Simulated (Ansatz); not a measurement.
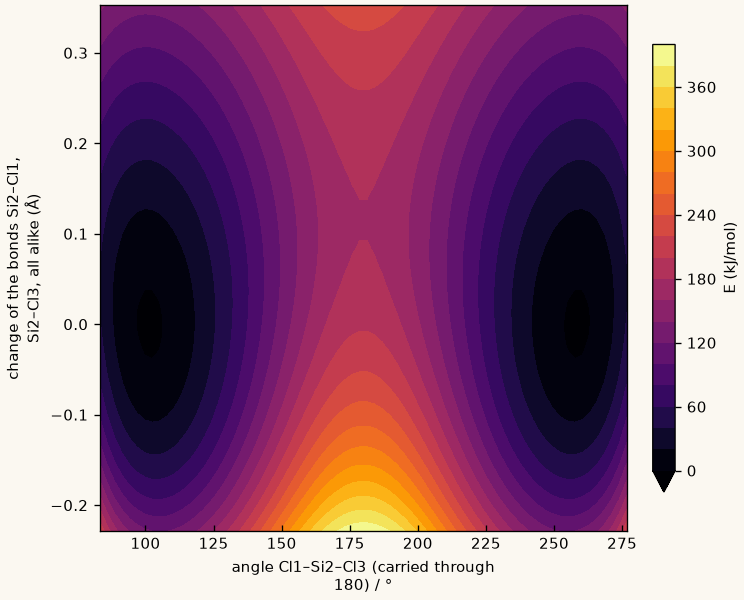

Cl2Si, SMILES Cl[Si]Cl. 
- Coordinates scanned: (1) angle Cl1–Si2–Cl3 (carried through 180); (2) change of the bonds Si2–Cl1, Si2–Cl3, all alike.
- Nothing is relaxed (all other coordinates rigid).
- The scan uses a 15 × 15 grid; 120 points were computed and 105 follow by symmetry.
- Points are written as (first, second).
- Energies are in kJ/mol, from the lowest grid point.
- Computed with Ansatz 0.2.0, RKS PBE0-D4/def2-TZVP.

In the figure: filled contours. Between grid points the surface is interpolated.

The lowest grid point is at (97.1°, 0.021 Å); the map holds 2 wells of about this depth. No other kind of well shows on this grid. The highest grid point, (180.0°, −0.229 Å), lies 395 kJ/mol above the lowest. On the interpolated surface the easiest way out of the lowest well to a well of about the same depth near (262.9°, 0.021 Å) passes a barrier of about 182 kJ/mol. Round the minimum the two coordinates are weakly coupled (coupling 0.09 in units of the two stiffnesses).

The system is changed to F₂Si, SMILES F[Si]F; the new grid has 15 × 15 points, laid about the new relaxed structure.

**What will the new map look like?**

The lowest place stays at about (101°, 0.000 Å). The easiest pass out of the lowest well goes from about 182 to about 176 kJ/mol on the interpolated surfaces. The curvature at the minimum changes by less than a tenth (about 7.4) eV/rad² along the first coordinate and from about 34 to 66 eV/Å² along the second coordinate.

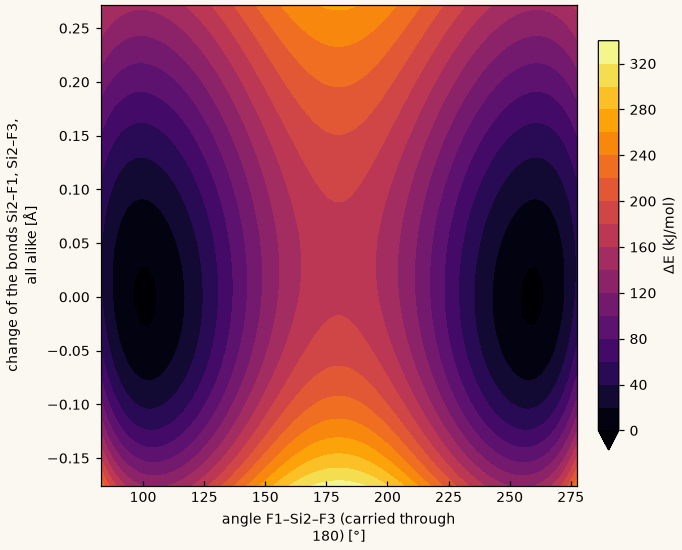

The map after the change, on a colour scale of its own. Drawn: filled contours. Between grid points the surface is interpolated.
